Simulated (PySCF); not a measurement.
Vertical excitations of a molecule CH9ClOSi3 from PySCF with TDA-PBE/def2-SVPD, as energy in eV (oscillator strength): 5.47 (0.026), 5.71 (0.015), 5.83 (0.006), 5.98 (0.009), 6.01 (0.011), 6.11 (0.019). Lowest triplet (TDA): 4.95 eV. Geometry optimised at PBE0-D3(BJ)/def2-SVP. The values are those of a single conformer.

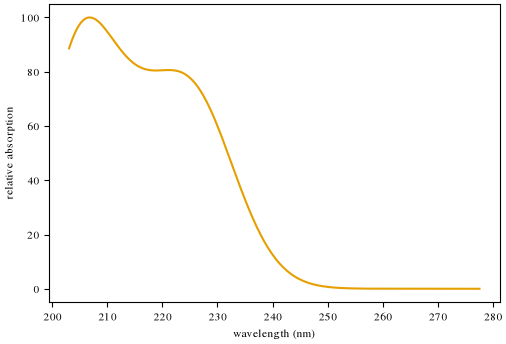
Figure: The lines broadened by 0.4 eV.

Which structure fits?
A. C[SiH2][Si@@](O)([SiH3])Cl
B. C[SiH2]O[Si@H]([SiH3])Cl
C. C[Si@H](O)[Si@H]([SiH3])Cl
D. C[Si@@H](Cl)[SiH2][SiH2]O

D, C[Si@@H](Cl)[SiH2][SiH2]O
